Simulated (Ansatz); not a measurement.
Consider HoTaGe3.

```cif
data_structure
_symmetry_space_group_name_H-M 'P 1'
_symmetry_Int_Tables_number 1
_cell_length_a 4.8511
_cell_length_b 4.8511
_cell_length_c 5.1087
_cell_angle_alpha 90.000
_cell_angle_beta 90.000
_cell_angle_gamma 90.000
_cell_volume 120.22
loop_
_atom_site_label
_atom_site_type_symbol
_atom_site_fract_x
_atom_site_fract_y
_atom_site_fract_z
_atom_site_occupancy
Ho1 Ho 0.00000 0.00000 0.84792 1
Ta1 Ta 0.50000 0.50000 0.58026 1
Ge1 Ge 0.50000 0.50000 0.06448 1
Ge2 Ge 0.50000 0.00000 0.46266 1
Ge3 Ge 0.00000 0.50000 0.46266 1
```

Space group P4mm; a structure generated by program, which may or may not match a known phase; computed without spin polarisation; no Hubbard U on the f states and no spin–orbit coupling.

All numbers below come from Ansatz, DFT PBE, scalar-relativistic, plane waves, PAW; 4f electrons in the core of a trivalent norm-conserving potential.

**What will maps of the valence pseudo-density and electron localisation function show?**

Ta–Ge (2.47 Å): the density is about 0.5 e/Å³ at the midpoint; the ELF is about 0.40 at the midpoint.
Ta–Ge (2.63 Å): ρ at the midpoint is about 0.4 e/Å³; the ELF is about 0.45 at the midpoint.
Ho–Ge (3.60 Å): ρ at the midpoint is about 0.09 e/Å³; the ELF peaks at about 0.55 in the valence shell of Ge, 1.3 Å from its nucleus, and drops to about 0.10 between the two atoms: no shared electron pair shows on this line.

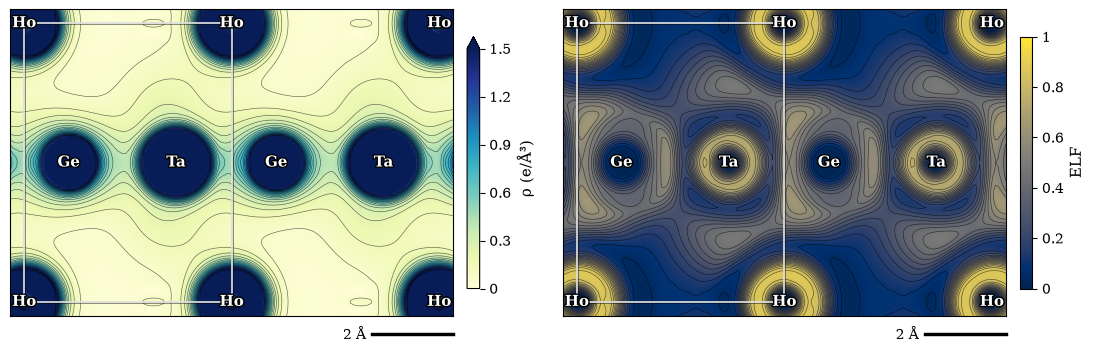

Computed valence pseudo-density and electron localisation function on the (110) plane of the conventional cell, in this order. 

In a pseudopotential calculation such maps are meaningful between the atoms, not at the nuclei.
